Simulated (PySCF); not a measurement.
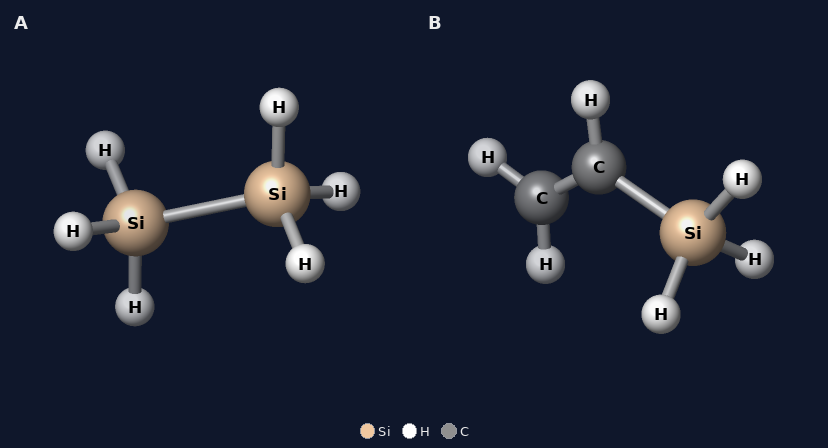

Two related species, optimised with PBE0-D3(BJ)/def2-SVP; properties computed with PySCF 2.14.0. Both: charge 0, singlet.

**What are A and B?**

A is Si(SiH3)H3 ([SiH3][SiH3]), B is Si(vinyl)H3 (C=C[SiH3]).

Compare them. With PBE0/pcSseg-1: dipole moment (D), HOMO–LUMO gap (eV), HOMO energy (Kohn–Sham orbital) (eV). With ωB97X-D/def2-SVPD: lowest vertical singlet excitation (eV), mean static polarisability (bohr³).

```csv
quantity,A,B
dipole moment (D),0.00,0.72
HOMO–LUMO gap (eV),8.84,7.28
HOMO energy (Kohn–Sham orbital) (eV),−8.47,−7.95
lowest vertical singlet excitation (eV),7.56,6.67
mean static polarisability (bohr³),61.9,54.3
```

Each is one conformer, and no frequency run is at hand to confirm it as a minimum.
